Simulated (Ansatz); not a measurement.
```xyz
8

Si   -0.6864    1.0640   -0.4993
Ge    0.1044   -0.9782    0.4044
S     1.9409   -0.7985    1.6066
S     2.0669   -1.6220   -0.3601
H    -1.4483    0.7888   -1.7439
H    -1.5759    1.7264    0.4882
H     0.5112    1.8890   -0.7774
H    -0.8206   -2.1267    0.8258
```

Geometry: PBE0-D4/def2-TZVP.

Level of theory: RKS PBE0-D4/def2-TZVPP in Ansatz.

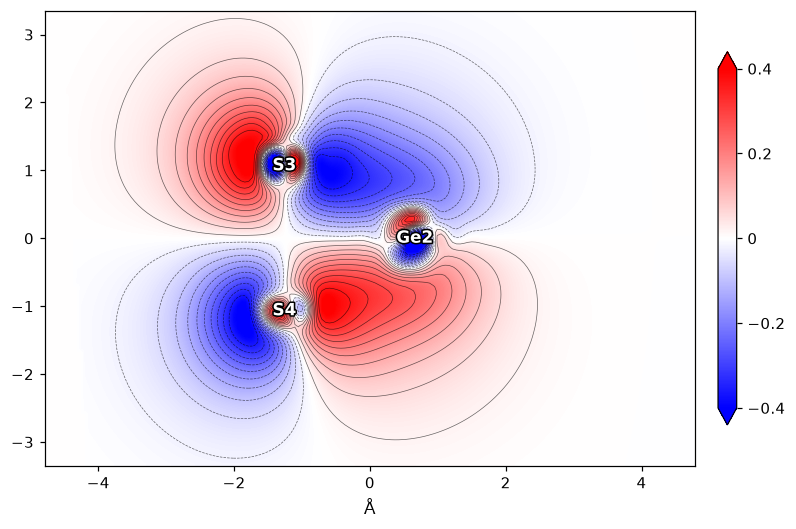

GeH$_{4}$S$_{2}$Si (SMILES [SiH3][GeH]1[S][S]1). The HOMO−1 on the plane of atoms S3, Ge2 and S4 (values in Å⁻³ᐟ²; the overall sign is arbitrary).

Question: What is the character of this orbital?

Answer: By Hirshfeld shares it lies mainly on S4 (about 35 %), S3 (about 35 %) and Ge2 (about 25 %); π-antibonding (π*) across S4–S3. Its energy is −8.14 eV.
